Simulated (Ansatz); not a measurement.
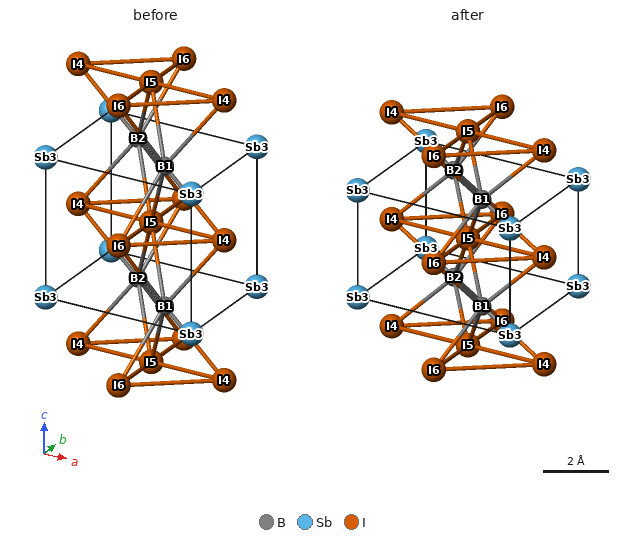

The structure of solid B2SbI3 (a generated structure, set up in P6/mmm) before (left) and after (right) a relaxation, at one scale.

The picture is a ball-and-stick view of the cell of the calculation, seen slightly off an axis.

Computed with Ansatz 0.2.0, DFT PBE, scalar-relativistic, plane waves, PAW.

Input
```yaml
crystal:
  lattice:
    - [6.73902773, 0.0, 0.0]
    - [-3.36951386, 5.83616921, 0.0]
    - [0.0, 0.0, 4.47395437]
  atoms:
    - { symbol: B, position: [0.66666667, 0.33333333, 0.0] }
    - { symbol: B, position: [0.33333333, 0.66666667, 0.0] }
    - { symbol: Sb, position: [0.0, 0.0, 0.0] }
    - { symbol: I, position: [0.0, 0.5, 0.5] }
    - { symbol: I, position: [0.5, 0.5, 0.5] }
    - { symbol: I, position: [0.5, 0.0, 0.5] }
basis:
  ecutwfc: 420
kpoints:
  mp_grid: { grid: [6, 6, 8] }
hamiltonian:
  xc: pbe
scf:
  occupations: { method: gaussian, width: 0.1 }
output:
  forces: true
  stress: true
  eigenvalues: true
relax:
  adjacent_minimum: "off"
  f_tol: 0.01
  max_steps: 80
  cell: { stress_tol: 0.05 }
```

Run as
```bash
ansatz run input.yaml --threads 1 --pin off --max-ram 2560MiB --backend cpu --events-out ev --progress --plain --runs-dir out
```

> What changed between the two?

No atom moves by more than 0.005 Å relative to the cell. The drawn cell changes as follows: a = b 6.739 → 7.040 Å (+4.5 %), c 4.474 → 3.420 Å (−23.6 %); the volume changes by −16.6 %. Near-neighbour distances that change, for instance: I4–I4 4.474 → 3.420 Å, B1–I4 2.965 → 2.656 Å, I4–I5 3.370 → 3.520 Å. The space group stays P6/mmm (No. 191). The energy falls by 2.531 eV per cell of the calculation in 7 accepted moves (8 points after the start). All forces vanish by symmetry, so only the cell relaxes. Pressure: −1.11 GPa at the start and 0.00 GPa at the end. The SCF was repeated once at an unchanged geometry on a basis and grid sized afresh for the cell, which shifted the energy by 1.3 meV per cell of the calculation at most.
